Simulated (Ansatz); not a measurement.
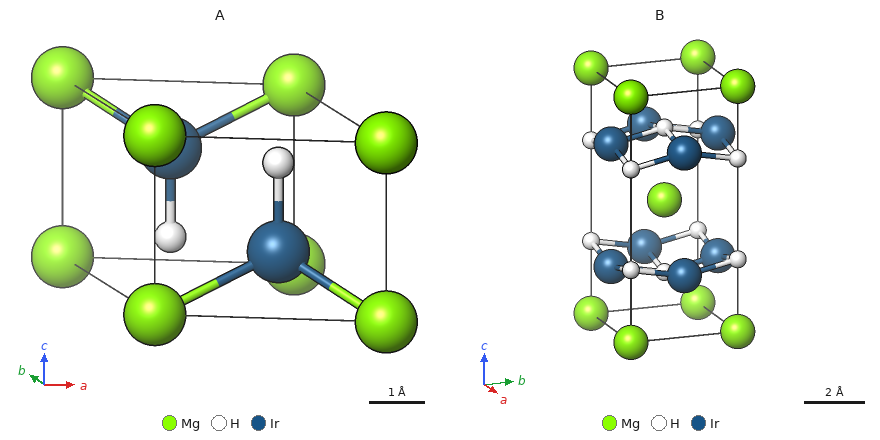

Two structures of MgH$_{2}$Ir$_{2}$, each relaxed to rest (conventional cells in solid outline, small ones repeated, not to one scale). Method: DFT PBE, scalar-relativistic, plane waves, PAW (Ansatz), without spin polarisation.

Identify the two structures.

Answer. A: CaAl₂Si₂ type, P-3m1. B: ThCr₂Si₂ type, I4/mmm.

A or B: which is lower in energy?

Answer. B is lower, by 247 meV/atom at this level of theory (energies at zero smearing). Volumes: A 11.1, B 12.3 Å³/atom.

One or both may be structure types tried for this composition rather than known phases.
